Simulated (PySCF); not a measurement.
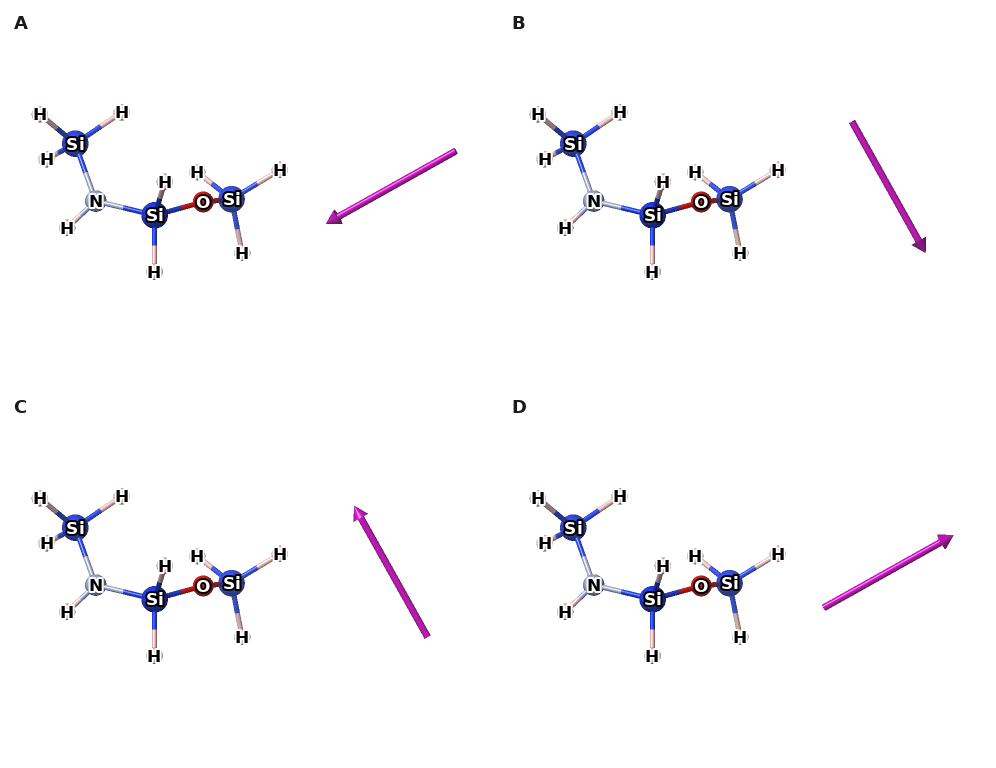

The same molecule four times, each with an arrow. The geometry was computed by an optimisation with GFN2-xTB. No frequency run is at hand to confirm it as a minimum. Properties computed with CAM-B3LYP/def2-SVPD, gas phase (PySCF 2.14.0).

Question: Which arrow points along the dipole moment, from the negative to the positive end?

Answer: A. The dipole moment is 1.05 D.

The geometry is semi-empirical. Around Si such bond lengths and angles can be off by a tenth of an ångström or more and by several degrees, and values that hang on the shape move with them.
